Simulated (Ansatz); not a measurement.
Consider C2H5ClOSi.

```yaml
atoms:
  - { symbol: O, position_ang: [-0.6996, 2.3456, -0.0336] }
  - { symbol: C, position_ang: [-0.1898, 1.1389, 0.2643] }
  - { symbol: C, position_ang: [-0.2062, 0.1082, -0.5897] }
  - { symbol: Si, position_ang: [0.5081, -1.5211, -0.1339] }
  - { symbol: Cl, position_ang: [-0.9685, -2.9697, 0.0834] }
  - { symbol: H, position_ang: [-0.5911, 2.9488, 0.7098] }
  - { symbol: H, position_ang: [0.2516, 1.0462, 1.2661] }
  - { symbol: H, position_ang: [-0.6713, 0.2768, -1.5670] }
  - { symbol: H, position_ang: [1.2093, -1.3893, 1.1708] }
  - { symbol: H, position_ang: [1.4409, -2.0356, -1.1670] }
```

All numbers below come from RKS CAM-B3LYP-D4/def2-SVP in Ansatz.

### Predict the electron density and electron localisation function between the atoms.

C–C (1.34 Å): the density is about 2.3 e/Å³ at the midpoint; the ELF peaks at about 0.95 between the atoms (a multiple bond).
C–O (1.34 Å): ρ is about 2.4 e/Å³ halfway; the ELF peaks at about 0.90 between the atoms; a shared but strongly polarised pair.
C–Si (1.84 Å): ρ at the midpoint is about 1 e/Å³; the ELF peaks at about 0.95 between the atoms; a covalent bond.
O–H (0.96 Å): the density is about 3.8 e/Å³ at the midpoint; the ELF climbs to about 1 towards the hydrogen, as it does in any bond to H; a covalent bond by its length.

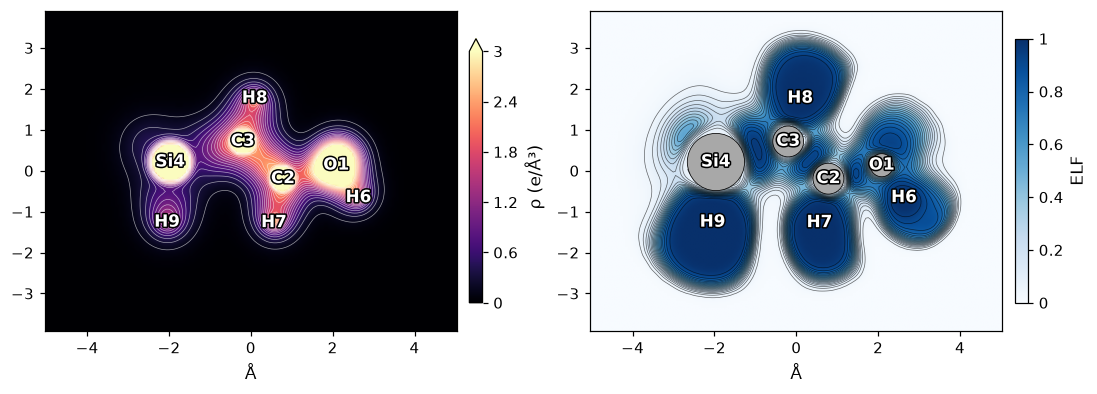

Computed electron density and electron localisation function on the plane of atoms C2, O1 and H6, in this order. Grey discs cover the atomic cores in the ELF map. 
